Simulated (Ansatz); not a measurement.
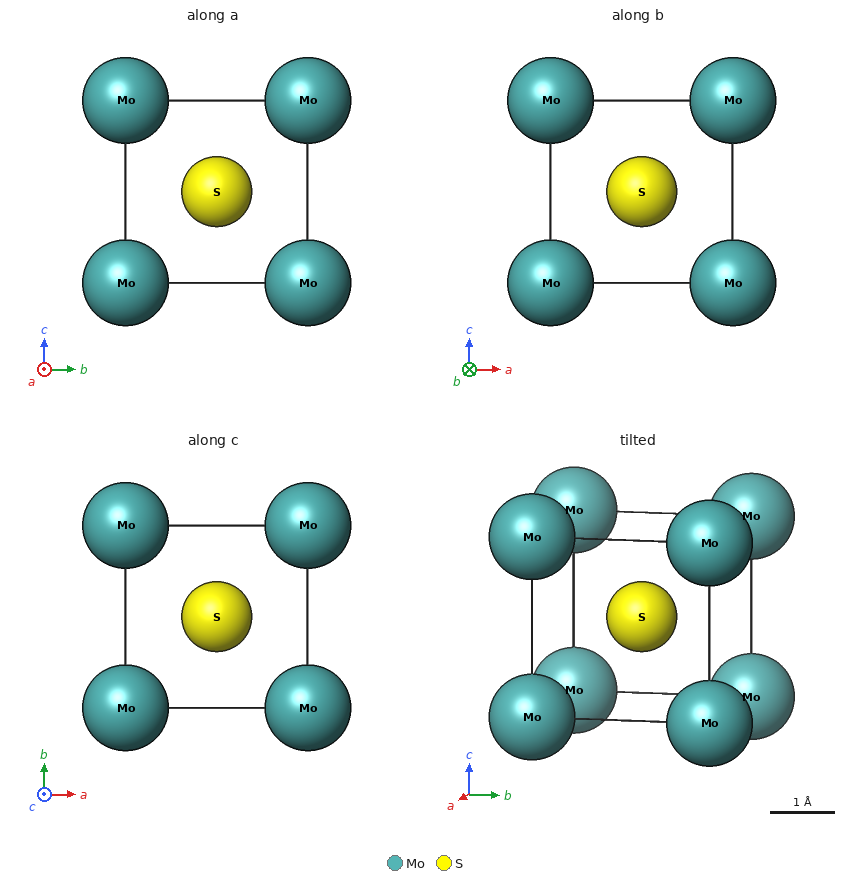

Drawn in the spheres-only manner and seen along the a axis, along the b axis, along the c axis and slightly off an axis. One conventional unit cell is framed, with atoms on its boundary repeated.

Lattice parameters: a = 2.891 Å, b = 2.891 Å, c = 2.891 Å, α = 90.00°, β = 90.00°, γ = 90.00°. Put a along x and b in the xy plane.

> Set out the cell and atoms as a POSCAR file.

```
Mo S
1.0
     2.891    0.000    0.000
     0.000    2.891    0.000
     0.000    0.000    2.891
Mo S
1 1
Direct
  0.0000 0.0000 0.0000
  0.5000 0.5000 0.5000
```

Starting structure: a structure type filled with these elements by a generator (whether the compound takes this form wasn't checked). Earlier steps of the study, as a rule a relaxation of our own, may have changed the cell and positions, so they can lie some per cent off the listed ones. It was set up as input for a calculation with Ansatz.
